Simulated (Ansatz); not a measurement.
Start from GaN in the zinc blende structure (space group F-43m, No. 216; a = 4.455 Å). Axes: x, y, z lie along the cube axes.

It is then changed as follows: the cell is stretched by 3.00 % along z with no lateral relaxation, atoms relaxed at fixed cell.

Computed with LDA, PAW, 420 eV (Ansatz, a program for electronic structure; spin-orbit coupling left out).

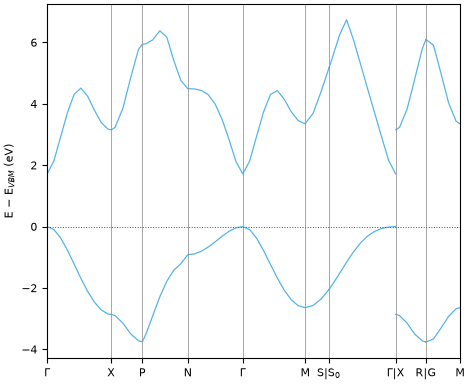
Figure. Highest valence and lowest conduction band along the path of the changed cell's own zone

The gap is 1.71 eV, direct at Γ; the base has 1.96 eV.

The cells carry an imposed strain or load. Stability against distortions was not tested. This is not the structure that GaN has at room temperature and ambient pressure. Labels are those of the standard path for the cell's own space group.
